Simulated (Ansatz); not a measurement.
The calculation's input:

```
crystal:
  periodic: [false, false, false]
  atoms:
    - { symbol: Zr, position_ang: [0.0, 0.0, 0.0] }
    - { symbol: Cl, position_ang: [0.0, 0.0, 2.52] }
    - { symbol: "N", position_ang: [2.084, 0.0, -0.7359] }
    - { symbol: H, position_ang: [2.5823, -0.918, -0.9166] }
    - { symbol: H, position_ang: [2.5853, 0.918, -0.9082] }
    - { symbol: Cl, position_ang: [-1.1869, 2.0563, -0.8392] }
    - { symbol: "N", position_ang: [-1.0409, -1.8034, -0.7359] }
    - { symbol: H, position_ang: [-1.5759, -2.4197, -0.0595] }
    - { symbol: H, position_ang: [-1.0055, -2.0526, -1.7656] }
basis:
  gaussian: { orbitals: def2-SVP }
hamiltonian:
  xc: pbe
  dispersion: d4
relax:
  f_tol: 0.02
  max_steps: 40
output:
  orbitals: {}
```

Run with:

```sh
ansatz run input.yaml --threads 2 --pin off --max-ram 3072MiB --backend cpu --events-out ev --progress --plain --runs-dir out
```

The fields are those of the run's last geometry, not of the input's.

Core potentials replace the inner electrons of Zr.

Method: Ansatz 0.2.0, RKS PBE-D4/def2-SVP.

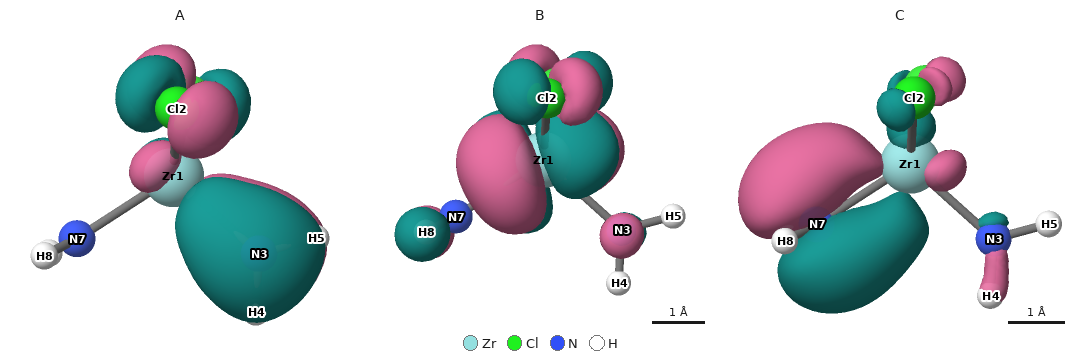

Cl$_{2}$H$_{4}$N$_{2}$Zr. Three frontier orbitals at ±0.1 Å⁻³ᐟ² (teal and pink are the two phases), in no order.

> Order the three orbitals by energy and name them.

C is the HOMO−1 (−6.60 eV). By Hirshfeld shares it lies mainly on N7 (about 65 %) and Zr1 (about 15 %); largely a lone pair of N7. A is the HOMO (−6.23 eV). Its weight (Hirshfeld) is mainly on N3 (about 60 %), Zr1 (about 15 %), Cl2 (about 10 %) and Cl6 (about 10 %). B is the LUMO (−2.06 eV). Its weight (Hirshfeld) is mainly on Zr1 (about 70 %), Cl2 (about 10 %), Cl6 (about 10 %) and N7 (about 5 %).

> What is the HOMO–LUMO gap?

4.17 eV between the orbital energies.
